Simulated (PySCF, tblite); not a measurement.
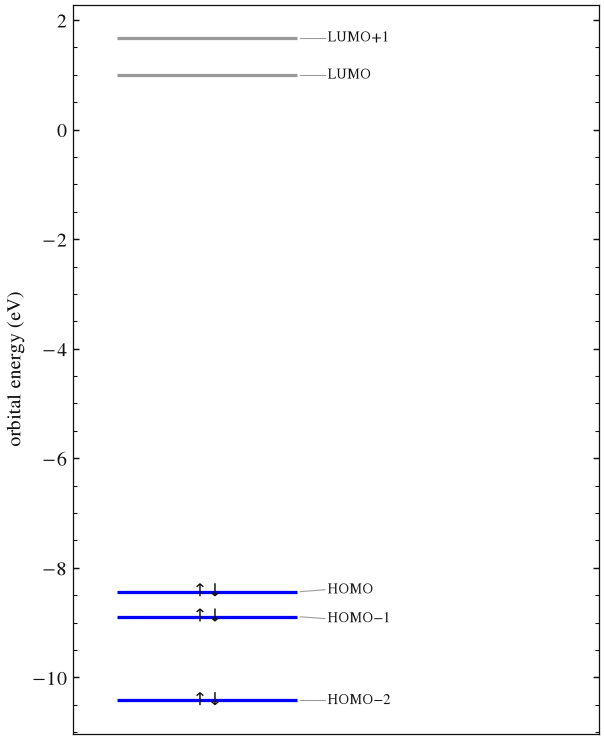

Kohn-Sham orbital energies near the frontier, CAM-B3LYP/def2-SVPD with PySCF 2.14.0, at a GFN2-xTB geometry (a minimum by its frequencies), isolated molecule; empty levels in grey, levels within 0.03 eV side by side.

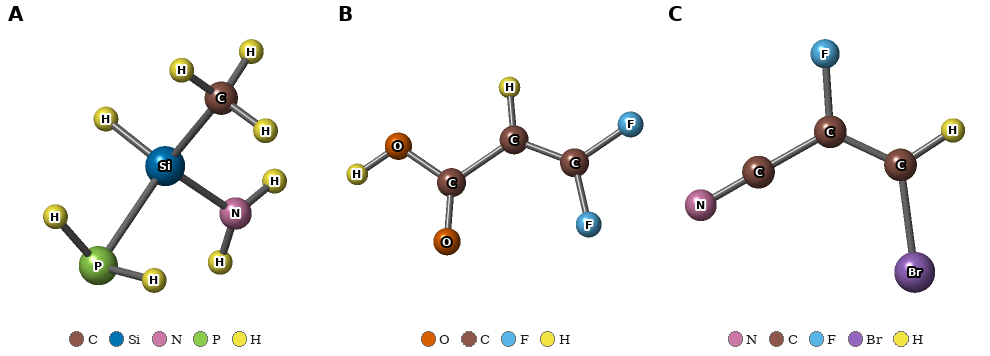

Which molecule has this level scheme? The candidates are drawn in the second picture.

Answer. Structure A, CH₈NPSi, SMILES C[Si@@H](N)P. HOMO −8.43 eV, LUMO 1.00 eV, separation 9.43 eV.

Caveats: the tight-binding geometry is rougher than a DFT one and adds to the error; empty levels above zero depend strongly on the basis.
